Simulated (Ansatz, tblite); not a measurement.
# Si(NMe2)Cl3 (C₂H₆Cl₃NSi): a ladder of methods and basis sets

Aim: run the singlet of Si(NMe2)Cl3 (C₂H₆Cl₃NSi) at one geometry on many levels, and compare frontier levels, spin and run time.

Method: as each input shows; program: Ansatz 0.2.0, Gaussian basis.

Levels to be run: GFN1-xTB, GFN2-xTB, PBE-D4/def2-TZVP, r2SCAN-D4/def2-TZVP, ωB97X-V/def2-TZVP, HF/def2-TZVP, LC-ωPBE/def2-TZVP, PBE-D4/def2-SVP, PBE0-D4/def2-SVP, HF/STO-3G, CCSD(T)/def2-SVP, MP2/def2-TZVP.

2 further runs of the same task are left out: 2 set aside as unsound or not needed. Runs told in other sessions of the task aren't counted.

## (1) The structure

The singlet was relaxed beforehand with r2SCAN-D4/def2-SVP.

13 atoms, charge 0, spin multiplicity 1.

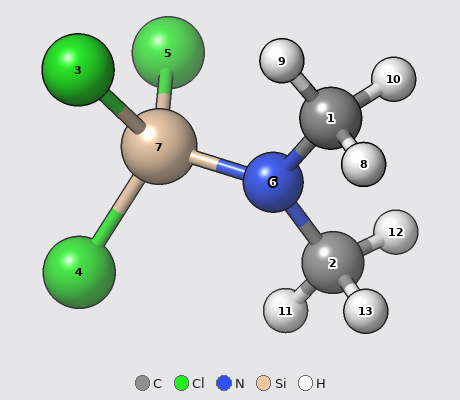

The structure; carbon grey, chlorine green, nitrogen blue, silicon light orange, hydrogen white; atoms are numbered from 1 in the order of the file.

PBE0-D4/def2-TZVP was run before; its log isn't repeated, and its numbers join the tables.

## (2) GFN1-xTB

Tight binding, by tblite at 300 K electronic temperature and without a spin-polarisation term:

```python
tblite.interface.Calculator('GFN1-xTB', numbers, positions, charge=0, uhf=0).singlepoint()
```

Energy -693.5642 eV, HOMO -10.62 eV, LUMO -4.12 eV; 0.01 s.

## (3) GFN2-xTB

Tight binding, by tblite at 300 K electronic temperature and without a spin-polarisation term:

```python
tblite.interface.Calculator('GFN2-xTB', numbers, positions, charge=0, uhf=0).singlepoint()
```

Energy -701.7151 eV, HOMO -10.73 eV, LUMO -5.23 eV; 0.009 s.

## (4) PBE-D4/def2-TZVP

start.molden holds the orbitals of an earlier run on this state, given as this run's starting guess.

File in.yaml:

```yaml
crystal:
  periodic: [false, false, false]
  atoms:
    - {symbol: C, position_ang: [1.079765, -0.562333, 0.900717]}
    - {symbol: C, position_ang: [-1.057940, 0.600017, 0.892011]}
    - {symbol: Cl, position_ang: [1.901416, -0.061229, -2.362316]}
    - {symbol: Cl, position_ang: [-1.003923, 1.612719, -2.365517]}
    - {symbol: Cl, position_ang: [-0.978387, -1.692928, -2.267407]}
    - {symbol: N, position_ang: [0.074375, 0.129290, 0.109823]}
    - {symbol: Si, position_ang: [-0.000787, -0.003664, -1.586825]}
    - {symbol: H, position_ang: [1.464208, 0.106530, 1.691888]}
    - {symbol: H, position_ang: [1.930400, -0.864346, 0.274395]}
    - {symbol: H, position_ang: [0.668557, -1.466474, 1.390304]}
    - {symbol: H, position_ang: [-1.769577, 1.148593, 0.259420]}
    - {symbol: H, position_ang: [-1.597099, -0.235011, 1.380136]}
    - {symbol: H, position_ang: [-0.710998, 1.288824, 1.683369]}
basis:
  gaussian: {orbitals: def2-TZVP, initial_orbitals: start.molden}
hamiltonian: {xc: pbe, dispersion: d4}
scf: {omitted_lower_state_checks: [starts]}
output: {forces: true, orbitals: {seedname: orbitals}}
```

Launch:

```
> ansatz run in.yaml --threads 4 --pin off --events-out ev --progress --plain --max-ram 4787MiB
```

Output (excerpt; [...] marks lines left out):

```text
Functional definition: PBE
  name "PBE"
  cite "Perdew, Burke & Ernzerhof, Phys. Rev. Lett. 77, 3865 (1996) doi:10.1103/PhysRevLett.77.3865"
  parent pbe
[...]
1799 factors; their error is unknown
[...]
mean field -49091.04794251 eV, -1804.0627367797 hartree, gradient 8.1e-6 eV, S^2 0.000000; 0 other end points of the search recorded, 0 dependent functions left out
[...]
reference -49091.04799152 eV, -1804.0627385809 hartree; 45, 45 occupied and 232, 232 virtual orbitals, 1799 factors
Total energy: -49091.51731820 eV, -1804.0799860181 hartree
Atom 0 at     1.079765    -0.562333     0.900717 Å, force     0.131901    -0.103274     0.097053 eV/Å
Atom 1 at    -1.057940     0.600017     0.892011 Å, force    -0.159203     0.057129     0.099376 eV/Å
Atom 2 at     1.901416    -0.061229    -2.362316 Å, force    -0.061228    -0.012074     0.024104 eV/Å
Atom 3 at    -1.003923     1.612719    -2.365517 Å, force     0.019286    -0.058769     0.024543 eV/Å
Atom 4 at    -0.978387    -1.692928    -2.267407 Å, force     0.022472     0.038348     0.012032 eV/Å
Atom 5 at     0.074375     0.129290     0.109823 Å, force     0.025698     0.047391    -0.167846 eV/Å
Atom 6 at    -0.000787    -0.003664    -1.586825 Å, force     0.019914     0.029157    -0.008644 eV/Å
Atom 7 at     1.464208     0.106530     1.691888 Å, force    -0.028186    -0.015623    -0.034335 eV/Å
Atom 8 at     1.930400    -0.864346     0.274395 Å, force    -0.050166     0.008730     0.027673 eV/Å
Atom 9 at     0.668557    -1.466474     1.390304 Å, force     0.013502     0.043442    -0.033434 eV/Å
Atom 10 at    -1.769577     1.148593     0.259420 Å, force     0.033737    -0.037614     0.027449 eV/Å
Atom 11 at    -1.597099    -0.235011     1.380136 Å, force     0.029682     0.035411    -0.034224 eV/Å
Atom 12 at    -0.710998     1.288824     1.683369 Å, force     0.002591    -0.032254    -0.033747 eV/Å
Dipole moment:     0.010954     0.015787     0.521766 e Å
Checks for a lower state left out: starts
```

Wall time 4.5 s (4 threads of Arm Neoverse V2, shared host).

From the report: HOMO -5.84 eV, LUMO -0.96 eV.

## (5) r2SCAN-D4/def2-TZVP

in.yaml, as its differences from that of step 4:

```diff
@@ -18,4 +18,4 @@
   gaussian: {orbitals: def2-TZVP, initial_orbitals: start.molden}
-hamiltonian: {xc: pbe, dispersion: d4}
+hamiltonian: {xc: r2scan, dispersion: d4}
 scf: {omitted_lower_state_checks: [starts]}
-output: {forces: true, orbitals: {seedname: orbitals}}
+output: {orbitals: {seedname: orbitals}}
```

Launched as before.

Output:

```text
Functional definition: r2SCAN
  name "r2SCAN"
  cite "Furness, Kaplan, Ning, Perdew & Sun, J. Phys. Chem. Lett. 11, 8208 (2020) doi:10.1021/acs.jpclett.0c02405"
  cite "Furness, Kaplan, Ning, Perdew & Sun, J. Phys. Chem. Lett. 11, 9248 (2020) doi:10.1021/acs.jpclett.0c03077"
  parent r2scan
  parameter k0 = 0.174
  parameter k1 = 0.065
  parameter a1 = 4.9479
  exchange = r2scan_x(k0 = k0, k1 = k1, a1 = a1)
  correlation = r2scan_c
these checks for a lower state are left out or cut short: starts
1799 factors; their error is unknown
mean field evaluation 1: about -49110.0682 eV, gradient 1.2e1 eV
mean field evaluation 2: about -49110.1180 eV, gradient 8.7e-2 eV
mean field evaluation 4: about -49110.0802 eV, gradient 2.9e-4 eV
mean field -49110.08020678 eV, -1804.7621595913 hartree, gradient 2.3e-5 eV, S^2 0.000000; 0 other end points of the search recorded, 0 dependent functions left out
reference -49110.08021953 eV, -1804.7621600599 hartree; 45, 45 occupied and 232, 232 virtual orbitals, 1799 factors
Total energy: -49110.19992800 eV, -1804.7665592651 hartree
Checks for a lower state left out: starts
```

Run time: 8.5 s. Hardware: 4 threads of Arm Neoverse V2, shared host.

HOMO -6.11 eV, LUMO -0.57 eV.

## (6) ωB97X-V/def2-TZVP

in.yaml, as its differences from that of step 5:

```diff
@@ -18,3 +18,3 @@
   gaussian: {orbitals: def2-TZVP, initial_orbitals: start.molden}
-hamiltonian: {xc: r2scan, dispersion: d4}
+hamiltonian: {xc: {name: wB97X-V}}
 scf: {omitted_lower_state_checks: [starts]}
```

The command is unchanged.

Output (excerpt; [...] marks lines left out):

```text
Functional definition: wB97X-V
  name "wB97X-V"
  cite "Mardirossian & Head-Gordon, Phys. Chem. Chem. Phys. 16, 9904 (2014) doi:10.1039/C3CP54374A"
  cite "Becke, J. Chem. Phys. 107, 8554 (1997) doi:10.1063/1.475007"
  cite "Vydrov & Van Voorhis, J. Chem. Phys. 133, 244103 (2010) doi:10.1063/1.3521275"
[...]
      + integral(e_c_pw_opposite_spin*poly(b97_u_opposite, cos0, cos1)) + vv10(b, c)
[...]
1820 factors; their error is unknown
408 factors; integrals over basis functions are off by at most 1.6e-5 eV
[...]
mean field -49107.57870697 eV, -1804.6702311687 hartree, gradient 1.7e-5 eV, S^2 0.000000; 0 other end points of the search recorded, 0 dependent functions left out
reference -49107.57870479 eV, -1804.6702310885 hartree; 45, 45 occupied and 232, 232 virtual orbitals, 1820 factors
Total energy: -49107.57870479 eV, -1804.6702310885 hartree
Checks for a lower state left out: starts
```

Wall time 16 s (4 threads of Arm Neoverse V2, shared host); peak memory 1.3 GiB.

HOMO -9.58 eV, LUMO 2.38 eV.

## (7) HF/def2-TZVP

in.yaml, as its differences from that of step 6:

```diff
@@ -18,3 +18,3 @@
   gaussian: {orbitals: def2-TZVP, initial_orbitals: start.molden}
-hamiltonian: {xc: {name: wB97X-V}}
+hamiltonian: {xc: hf}
 scf: {omitted_lower_state_checks: [starts]}
```

Launched as before.

Output:

```text
Functional definition: HF
  name "HF"
  cite "Fock, Z. Phys. 61, 126 (1930) doi:10.1007/BF01340294"
  parent pbe
  exchange = exact_x
  correlation = 0
these checks for a lower state are left out or cut short: starts
2186 factors; their error is unknown
mean field evaluation 1: about -49016.5858 eV, gradient 4.7e1 eV
mean field evaluation 2: about -49017.7545 eV, gradient 1.5e0 eV
mean field evaluation 4: about -49018.4188 eV, gradient 7.0e-1 eV
mean field -49018.41911686 eV, -1801.3936766667 hartree, gradient 1.3e-5 eV, S^2 0.000000; 0 other end points of the search recorded, 0 dependent functions left out
reference -49018.41911686 eV, -1801.3936766667 hartree; 45, 45 occupied and 232, 232 virtual orbitals, 2186 factors
Total energy: -49018.41911686 eV, -1801.3936766667 hartree
Checks for a lower state left out: starts
```

Run time: 5.5 s. Hardware: 4 threads of Arm Neoverse V2, shared host; peak memory 1.2 GiB.

From the report: HOMO -10.50 eV, LUMO 3.61 eV.

## (8) LC-ωPBE/def2-TZVP

in.yaml, as its differences from that of step 7:

```diff
@@ -18,3 +18,3 @@
   gaussian: {orbitals: def2-TZVP, initial_orbitals: start.molden}
-hamiltonian: {xc: hf}
+hamiltonian: {xc: {name: LC-wPBE}}
 scf: {omitted_lower_state_checks: [starts]}
```

Same command.

Output (excerpt; [...] marks lines left out):

```text
Functional definition: LC-wPBE
  name "LC-wPBE"
  cite "Vydrov & Scuseria, J. Chem. Phys. 125, 234109 (2006) doi:10.1063/1.2409292"
  cite "Heyd & Scuseria, J. Chem. Phys. 120, 7274 (2004) doi:10.1063/1.1668634"
  cite "Ernzerhof & Perdew, J. Chem. Phys. 109, 3313 (1998) doi:10.1063/1.476928"
  cite "Perdew, Burke & Ernzerhof, Phys. Rev. Lett. 77, 3865 (1996) doi:10.1103/PhysRevLett.77.3865"
  parent pbe
[...]
1799 factors; their error is unknown
521 factors; integrals over basis functions are off by at most 1.8e-5 eV
[...]
mean field -49100.38154560 eV, -1804.4057403670 hartree, gradient 2.0e-5 eV, S^2 0.000000; 0 other end points of the search recorded, 0 dependent functions left out
reference -49100.38154561 eV, -1804.4057403673 hartree; 45, 45 occupied and 232, 232 virtual orbitals, 1799 factors
Total energy: -49100.38154561 eV, -1804.4057403673 hartree
Checks for a lower state left out: starts
```

It took 5 s on 4 threads of Arm Neoverse V2, shared host; peak memory 0.72 GiB.

HOMO -9.92 eV, LUMO 2.51 eV.

## (9) PBE-D4/def2-SVP

in.yaml, as its differences from that of step 8:

```diff
@@ -17,4 +17,4 @@
 basis:
-  gaussian: {orbitals: def2-TZVP, initial_orbitals: start.molden}
-hamiltonian: {xc: {name: LC-wPBE}}
+  gaussian: {orbitals: def2-SVP, initial_orbitals: start.molden}
+hamiltonian: {xc: pbe, dispersion: d4}
 scf: {omitted_lower_state_checks: [starts]}
```

Launched as before.

Output:

```text
Functional definition: PBE
  name "PBE"
  cite "Perdew, Burke & Ernzerhof, Phys. Rev. Lett. 77, 3865 (1996) doi:10.1103/PhysRevLett.77.3865"
  parent pbe
  parameter kappa = 0.804
  parameter beta = 0.06672455060314922
  exchange = pbe_x(kappa = kappa, mu = beta*pi^2/3)
  correlation = pbe_c(beta = beta)
these checks for a lower state are left out or cut short: starts
1617 factors; their error is unknown
mean field evaluation 1: about -49070.8054 eV, gradient 1.1e1 eV
mean field evaluation 2: about -49071.0655 eV, gradient 2.1e-1 eV
mean field evaluation 4: about -49070.9571 eV, gradient 3.5e-4 eV
mean field -49070.95707122 eV, -1803.3244108780 hartree, gradient 2.6e-5 eV, S^2 0.000000; 0 other end points of the search recorded, 0 dependent functions left out
reference -49070.95710601 eV, -1803.3244121566 hartree; 45, 45 occupied and 99, 99 virtual orbitals, 1617 factors
Total energy: -49071.42643269 eV, -1803.3416595939 hartree
Checks for a lower state left out: starts
```

It took 1.9 s on 4 threads of Arm Neoverse V2, shared host.

From the report: HOMO -5.70 eV, LUMO -0.52 eV.

## (10) PBE0-D4/def2-SVP

in.yaml, as its differences from that of step 9:

```diff
@@ -18,3 +18,3 @@
   gaussian: {orbitals: def2-SVP, initial_orbitals: start.molden}
-hamiltonian: {xc: pbe, dispersion: d4}
+hamiltonian: {xc: pbe0, dispersion: d4}
 scf: {omitted_lower_state_checks: [starts]}
```

Launched as before.

Output:

```text
Functional definition: PBE0
  name "PBE0"
  cite "Adamo & Barone, J. Chem. Phys. 110, 6158 (1999) doi:10.1063/1.478522"
  cite "Perdew, Burke & Ernzerhof, Phys. Rev. Lett. 77, 3865 (1996) doi:10.1103/PhysRevLett.77.3865"
  parent pbe
  parameter a = 0.25
  parameter kappa = 0.804
  parameter beta = 0.06672455060314922
  exchange = (1 - a)*pbe_x(kappa = kappa, mu = beta*pi^2/3) + a*exact_x
  correlation = pbe_c(beta = beta)
these checks for a lower state are left out or cut short: starts
1392 factors; integrals over basis functions are off by at most 1.2e-3 eV
mean field evaluation 1: about -49075.1359 eV, gradient 7.6e0 eV
mean field evaluation 2: about -49075.2963 eV, gradient 1.1e-1 eV
mean field evaluation 4: about -49075.5067 eV, gradient 1.5e-3 eV
mean field -49075.50672485 eV, -1803.4916075649 hartree, gradient 3.1e-5 eV, S^2 0.000000; 0 other end points of the search recorded, 0 dependent functions left out
reference -49075.50675174 eV, -1803.4916085532 hartree; 45, 45 occupied and 99, 99 virtual orbitals, 1392 factors
Total energy: -49075.91146836 eV, -1803.5064816145 hartree
Checks for a lower state left out: starts
```

Wall time 2.8 s (4 threads of Arm Neoverse V2, shared host).

HOMO -7.12 eV, LUMO 0.49 eV.

## (11) HF/STO-3G

in.yaml, as its differences from that of step 10:

```diff
@@ -17,4 +17,4 @@
 basis:
-  gaussian: {orbitals: def2-SVP, initial_orbitals: start.molden}
-hamiltonian: {xc: pbe0, dispersion: d4}
+  gaussian: {orbitals: STO-3G}
+hamiltonian: {xc: hf}
 scf: {omitted_lower_state_checks: [starts]}
```

The command is unchanged.

Output:

```text
Functional definition: HF
  name "HF"
  cite "Fock, Z. Phys. 61, 126 (1930) doi:10.1007/BF01340294"
  parent pbe
  exchange = exact_x
  correlation = 0
these checks for a lower state are left out or cut short: starts
687 factors; integrals over basis functions are off by at most 3.6e-5 eV
mean field evaluation 1: about -48475.3091 eV, gradient 2.9e1 eV
mean field evaluation 2: about -48475.5504 eV, gradient 2.9e1 eV
mean field evaluation 4: about -48479.3005 eV, gradient 1.2e0 eV
mean field evaluation 8: about -48479.3081 eV, gradient 1.2e-5 eV
mean field -48479.30807417 eV, -1781.5817112704 hartree, gradient 8.1e-6 eV, S^2 0.000000; 0 other end points of the search recorded, 0 dependent functions left out
reference -48479.30807417 eV, -1781.5817112704 hartree; 45, 45 occupied and 12, 12 virtual orbitals, 687 factors
Total energy: -48479.30807417 eV, -1781.5817112704 hartree
Checks for a lower state left out: starts
```

It took 0.25 s on 4 threads of Arm Neoverse V2, shared host.

From the report: HOMO -8.98 eV, LUMO 6.21 eV.

## (12) CCSD(T)/def2-SVP

in.yaml, as its differences from that of step 11:

```diff
@@ -17,4 +17,4 @@
 basis:
-  gaussian: {orbitals: STO-3G}
-hamiltonian: {xc: hf}
+  gaussian: {orbitals: def2-SVP, initial_orbitals: start.molden}
+correlation: {method: ccsd_t}
 scf: {omitted_lower_state_checks: [starts]}
```

The command is unchanged.

Output (excerpt; [...] marks lines left out):

```text
Functional definition: HF
  name "HF"
  cite "Fock, Z. Phys. 61, 126 (1930) doi:10.1007/BF01340294"
  parent pbe
[...]
1392 factors; integrals over basis functions are off by at most 1.2e-3 eV
[...]
mean field -48998.62390533 eV, -1800.6662160608 hartree, gradient 1.3e-6 eV, S^2 0.000000; 0 other end points of the search recorded, 0 dependent functions left out
23 core orbitals not correlated: weight in the atoms' cores, before any rotation towards them, 1.000 or more for the frozen orbitals, at most 0.000 for the correlated occupied ones
reference -48998.62390533 eV, -1800.6662160608 hartree; 22, 22 occupied and 99, 99 virtual orbitals, 1392 factors
second order -25.64638988 eV of doubles, -0.00000000 eV of singles
cycle   1  -26.93200244 eV  change    -1.3e0 eV  update   1.0e-1
[...]
cycle   8  -27.62456524 eV  change   -3.0e-5 eV  update   3.6e-5
perturbative correction -0.73139859 eV, -0.0268784023 hartree
Total energy: -49026.97986916 eV, -1801.7082785110 hartree
Checks for a lower state left out: starts
```

Wall time 25 s (4 threads of Arm Neoverse V2, shared host); peak memory 1 GiB.

Hartree-Fock HOMO -10.52 eV, LUMO 4.52 eV; T1 0.009.

## (13) MP2/def2-TZVP

in.yaml, as its differences from that of step 12:

```diff
@@ -17,4 +17,4 @@
 basis:
-  gaussian: {orbitals: def2-SVP, initial_orbitals: start.molden}
-correlation: {method: ccsd_t}
+  gaussian: {orbitals: def2-TZVP, initial_orbitals: start.molden}
+correlation: {method: mp2}
 scf: {omitted_lower_state_checks: [starts]}
```

Same command.

Output:

```text
Functional definition: HF
  name "HF"
  cite "Fock, Z. Phys. 61, 126 (1930) doi:10.1007/BF01340294"
  parent pbe
  exchange = exact_x
  correlation = 0
these checks for a lower state are left out or cut short: starts
1757 factors; integrals over basis functions are off by at most 1.2e-3 eV
mean field evaluation 1: about -49016.7371 eV, gradient 4.7e1 eV
mean field evaluation 2: about -49017.9063 eV, gradient 1.5e0 eV
mean field evaluation 4: about -49018.4192 eV, gradient 1.5e-2 eV
mean field evaluation 8: about -49018.4193 eV, gradient 1.8e-6 eV
mean field -49018.41934759 eV, -1801.3936851460 hartree, gradient 8.4e-7 eV, S^2 0.000000; 0 other end points of the search recorded, 0 dependent functions left out
23 core orbitals not correlated: weight in the atoms' cores, before any rotation towards them, 1.000 or more for the frozen orbitals, at most 0.000 for the correlated occupied ones
reference -49018.41934759 eV, -1801.3936851460 hartree; 22, 22 occupied and 232, 232 virtual orbitals, 1757 factors
second order -33.05828590 eV of doubles, -0.00000000 eV of singles
Total energy: -49051.47763349 eV, -1802.6085547451 hartree
Checks for a lower state left out: starts
```

It took 7 s on 4 threads of Arm Neoverse V2, shared host; peak memory 0.84 GiB.

From the report: Hartree-Fock HOMO -10.50 eV, LUMO 3.61 eV.

## (14) Levels side by side

| level | functions | HOMO (eV) | LUMO (eV) | gap (eV) | time |
| --- | --- | --- | --- | --- | --- |
| HF/STO-3G | 57 | -8.98 | 6.21 | 15.19 | 0.25 s |
| HF/def2-TZVP | 277 | -10.50 | 3.61 | 14.11 | 5.5 s |
| PBE-D4/def2-SVP | 144 | -5.70 | -0.52 | 5.17 | 1.9 s |
| PBE-D4/def2-TZVP | 277 | -5.84 | -0.96 | 4.89 | 4.5 s |
| r2SCAN-D4/def2-TZVP | 277 | -6.11 | -0.57 | 5.54 | 8.5 s |
| PBE0-D4/def2-SVP | 144 | -7.12 | 0.49 | 7.61 | 2.8 s |
| PBE0-D4/def2-TZVP | 277 | -7.19 | 0.08 | 7.27 | 8.5 s |
| LC-ωPBE/def2-TZVP | 277 | -9.92 | 2.51 | 12.43 | 5 s |
| ωB97X-V/def2-TZVP | 277 | -9.58 | 2.38 | 11.96 | 16 s |

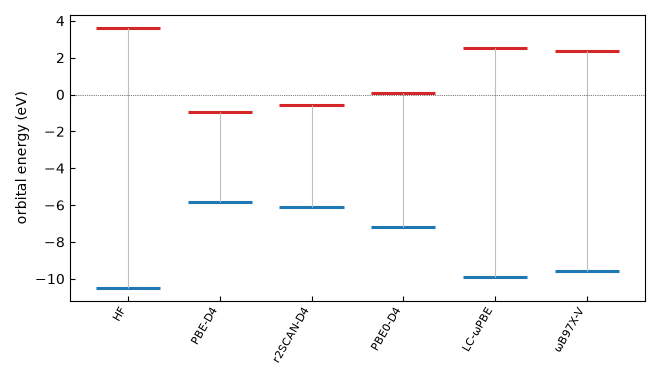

Highest filled (blue) and lowest empty (red) level in def2-TZVP.

Energy pieces by basis (eV):

| basis | HF | MP2 correlation | CCSD correlation | (T) | total |
| --- | --- | --- | --- | --- | --- |
| def2-SVP | -48998.6239 | -25.6464 | -27.6246 | -0.7314 | -49026.9799 |
| def2-TZVP | -49018.4193 | -33.0583 |  |  | -49051.4776 (MP2) |

## (15) Binding energy

Free atoms were run apart at each level; binding is atoms less cluster, divided by the number of atoms, without zero-point or spin-orbit terms.

Differences are taken before rounding.

| method | binding an atom (eV) | from CCSD(T)/def2-SVP (eV) | time |
| --- | --- | --- | --- |
| HF/STO-3G | 3.294 | -0.278 | 0.25 s |
| HF/def2-SVP | 2.789 | -0.783 |  |
| HF/def2-TZVP | 2.775 | -0.797 | 5.5 s |
| PBE-D4/def2-SVP | 3.905 | +0.333 | 1.9 s |
| PBE-D4/def2-TZVP | 3.894 | +0.322 | 4.5 s |
| r2SCAN-D4/def2-TZVP | 3.827 | +0.255 | 8.5 s |
| PBE0-D4/def2-SVP | 3.845 | +0.273 | 2.8 s |
| PBE0-D4/def2-TZVP | 3.837 | +0.264 | 8.5 s |
| LC-ωPBE/def2-TZVP | 3.789 | +0.217 | 5 s |
| ωB97X-V/def2-TZVP | 3.836 | +0.263 | 16 s |
| MP2/def2-SVP | 3.632 | +0.059 |  |
| MP2/def2-TZVP | 3.753 | +0.181 | 7 s |
| CCSD/def2-SVP | 3.530 | -0.042 |  |
| CCSD(T)/def2-SVP | 3.572 | 0 | 25 s |

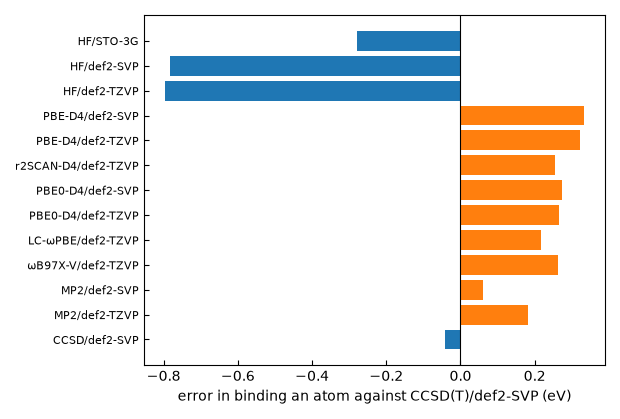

Error of each method against CCSD(T)/def2-SVP.

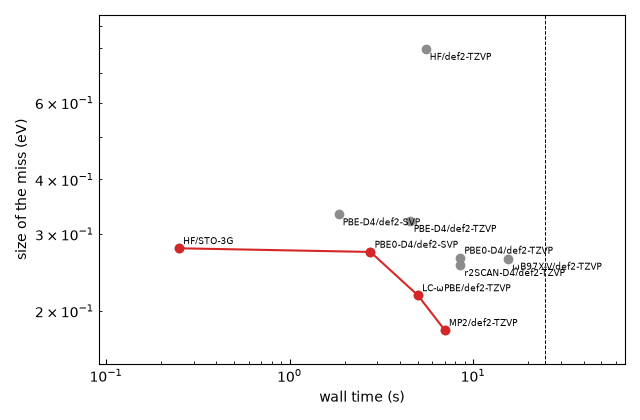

Miss against cost. Red marks the levels that no quicker level drawn beats (of those quicker than the yardstick), and the dashed line is the time of CCSD(T)/def2-SVP. Times are from a shared host.

## (16) Summary of results

```
                                                                  quantity                            value
gap in def2-TZVP, named functionals and Hartree-Fock, smallest and largest  4.89 eV (PBE-D4), 14.11 eV (HF)
                                      correlation energy, CCSD(T)/def2-SVP                        -28.36 eV
                                         correlation energy, MP2/def2-TZVP                        -33.06 eV
                                         binding an atom, CCSD(T)/def2-SVP                         3.572 eV
                           PBE0 total energy, smallest basis above largest   19.83 eV (def2-SVP, def2-TZVP)
```

In words: Orbital gaps of the named functionals and Hartree-Fock in def2-TZVP span 4.89 eV (PBE-D4) to 14.11 eV (HF); exact exchange widens it. A small miss in a minimal or small basis is a cancelling of errors, not accuracy. The functionals in def2-TZVP miss CCSD(T)/def2-SVP by +0.217 (LC-ωPBE) to +0.322 eV (PBE-D4) an atom. The yardstick is in a double-zeta basis, so levels in larger sets aren't compared like for like. The reference is CCSD(T) in one finite basis, so it carries an error of its own, often a tenth of an eV or more, and near misses can't be ranked.

MP2/def2-TZVP reaches 0.181 eV from the reference in 7 s, where CCSD(T)/def2-SVP took 25 s; the quickest level in the cost chart, HF/STO-3G, takes 0.25 s and misses by 0.278 eV. The slowest run with a step of its own, CCSD(T)/def2-SVP, took 25 s; the quickest functional in def2-TZVP took 4.5 s (shared host).
